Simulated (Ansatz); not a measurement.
**[BH2F2]− (SMILES F[BH2-]F): CCSD/STO-3G**

Aim: the vertical ionisation energy of [BH2F2]− at CCSD/STO-3G, from 2 runs. 

Program for the calculation: Ansatz 0.2.0.

2 further runs of the same task are left out: 1 that didn't finish, 1 set aside as unsound or not needed.

### Step 1. The system as given

[BH2F2]−: 5 atoms, total charge -1, spin state singlet. SMILES: `F[BH2-]F`. The shape is that of a GFN2-xTB optimisation.

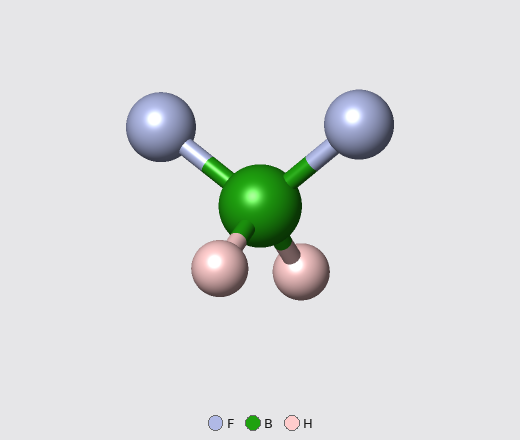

The structure, seen from a chosen angle (fluorine light blue, boron green, hydrogen pink).

### Step 2. A single-point energy at CCSD/STO-3G

Contents of input.yaml:

```yaml
crystal:
  periodic: [false, false, false]
  atoms:
    - {symbol: F, position_ang: [-1.176970, 0.624500, 0.383180]}
    - {symbol: B, position_ang: [0.033530, 0.014270, -0.056090]}
    - {symbol: F, position_ang: [0.407580, -0.947330, 0.926670]}
    - {symbol: H, position_ang: [-0.171950, -0.560090, -1.118950]}
    - {symbol: H, position_ang: [0.907810, 0.868650, -0.134810]}
basis:
  gaussian:
    orbitals: STO-3G
total_charge: -1
magnetization:
  spin_polarized: false
correlation:
  method: ccsd
  frozen_orbitals: {B: 1, F: 1, H: 0}
accuracy: high
scf:
  omitted_lower_state_checks: [cluster_reference, increment]
```

On the command line:

```bash
$ ansatz run input.yaml --threads 1 --pin off --max-ram 2610MiB --events-out events.jsonl --progress --plain --runs-dir runs
```

The log of the run, shortened:

```text
Warning: RAYON_NUM_THREADS=1 ignored (pool sized by the plan → 1); use --threads N
Functional definition: HF
  name "HF"
[...]
297 factors; integrals over basis functions are off by at most 3.2e-8 eV
[...]
mean field -6028.91689657 eV, -221.5586094023 hartree, gradient 1.2e-8 eV, S^2 0.000000; 0 other end points of the search recorded, 0 dependent functions left out
3 core orbitals not correlated: weight in the atoms' cores, before any rotation towards them, 1.000 or more for the frozen orbitals, at most 0.000 for the correlated occupied ones
reference -6028.91689657 eV, -221.5586094023 hartree; 10, 10 occupied and 4, 4 virtual orbitals, 297 factors
second order -1.70045680 eV of doubles, -0.00000000 eV of singles
cycle   1  -2.02450851 eV  change   -3.2e-1 eV  update   5.2e-2
[...]
cycle  16  -2.21741670 eV  change  -1.2e-11 eV  update  9.9e-10
Total energy: -6031.13431327 eV, -221.6400979629 hartree
Checks for a lower state left out: cluster_reference, increment
```

It took 0.14 s on 1 thread of Arm Neoverse V1, shared host.

### Step 3. Doublet neutral BH2F2 at the same level

Contents of molecule.yaml:

```yaml
crystal:
  periodic: [false, false, false]
  atoms:
    - symbol: F
      position_ang: [-1.176970, 0.624500, 0.383180]
    - symbol: B
      position_ang: [0.033530, 0.014270, -0.056090]
    - symbol: F
      position_ang: [0.407580, -0.947330, 0.926670]
    - symbol: H
      position_ang: [-0.171950, -0.560090, -1.118950]
    - symbol: H
      position_ang: [0.907810, 0.868650, -0.134810]
basis:
  gaussian:
    orbitals: STO-3G
accuracy: high
magnetization:
  spin_polarized: true
  initial_magnetization: 1
correlation:
  method: ccsd
  frozen_orbitals: {B: 1, F: 1, H: 0}
scf:
  omitted_lower_state_checks: [cluster_reference, increment]
```

On the command line:

```bash
$ ansatz run molecule.yaml --threads 1 --pin off --max-ram 2610MiB --events-out events.jsonl --progress --plain --runs-dir runs
```

The log of the run:

```text
Warning: RAYON_NUM_THREADS=1 ignored (pool sized by the plan → 1); use --threads N
[... 15 lines left out ...]
3 core orbitals not correlated: weight in the atoms' cores, before any rotation towards them, 1.000 or more for the frozen orbitals, at most 0.000 for the correlated occupied ones
[... 44 lines left out ...]
Total energy: -6031.98685795 eV, -221.6714284020 hartree
Checks for a lower state left out: cluster_reference, increment
```

It took 0.5 s on 1 thread of Arm Neoverse V1, shared host.

### Step 4. Outcome

Level: CCSD/STO-3G, 3 core orbitals frozen.

| quantity | value |
| --- | --- |
| singlet [BH2F2]−: total energy | -221.64010 Eh |
| singlet [BH2F2]−: correlation energy (3 core orbitals frozen) | -81.5 mEh |
| singlet [BH2F2]−: T1 diagnostic | 0.007 |
| doublet neutral BH2F2: total energy | -221.67143 Eh |
| doublet neutral BH2F2: correlation energy (3 core orbitals frozen) | -106.4 mEh |
| doublet neutral BH2F2: ⟨S²⟩ of the reference determinant | 0.758 |
| doublet neutral BH2F2: T1 diagnostic | 0.090 |
| vertical detachment energy (to the doublet neutral) | -0.853 eV |

**Reading.** The species is unbound against losing an electron at this level, by 0.85 eV (−19.7 kcal/mol); missing correlation or diffuse functions can give that sign where the real anion is bound. In a minimal basis such a difference can be off by several eV, whatever the method. The T1 diagnostic (doublet neutral BH2F2) of 0.090 is above the customary mark for such species, so a single reference may not serve.
